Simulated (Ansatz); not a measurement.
Input file:

```
crystal:
  periodic: [false, false, false]
  atoms:
    - symbol: C
      position_ang: [-1.292449, 0.099426, 1.864278]
    - symbol: Ag
      position_ang: [2.305802, -0.606928, 2.108627]
    - symbol: "N"
      position_ang: [-0.292696, 0.275584, 2.396170]
    - symbol: H
      position_ang: [-2.219199, -0.073174, 1.359764]
basis:
  gaussian: {orbitals: def2-TZVPD}
magnetization: {spin_polarized: true, initial_magnetization: 1}
hamiltonian: {xc: {name: PBE0}}
output: {forces: true, orbitals: {seedname: orbitals}}
```

Run with:

```sh
ansatz run input.yaml --threads 2 --pin off --max-ram 4350MiB --events-out events.jsonl --progress --plain --runs-dir runs
```

Geometry: PBE0-D4/def2-TZVP; core potentials replace the inner electrons of Ag.

Theory: isolated molecule in a Gaussian basis; Kohn-Sham density functional theory, functional PBE0 in Ansatz 0.2.0.

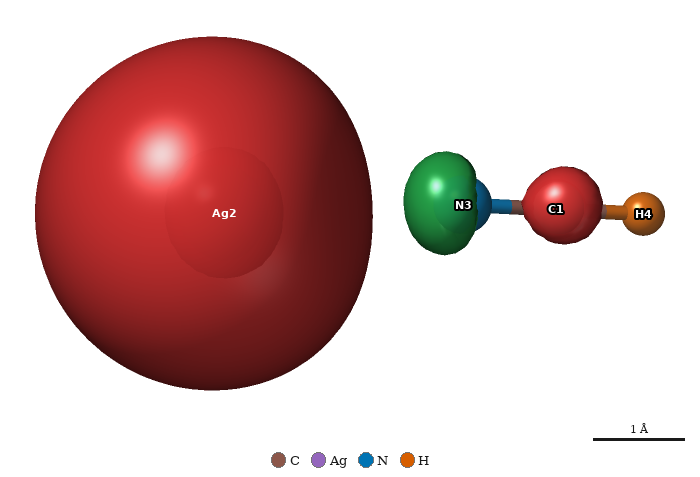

CHAgN (doublet). The HOMO (α) at ±0.1 Å⁻³ᐟ² (green and red are the two phases), seen from one side.

### What is the character of this orbital?

It lies mainly on Ag2 (about 95 %). Its energy is −4.54 eV.
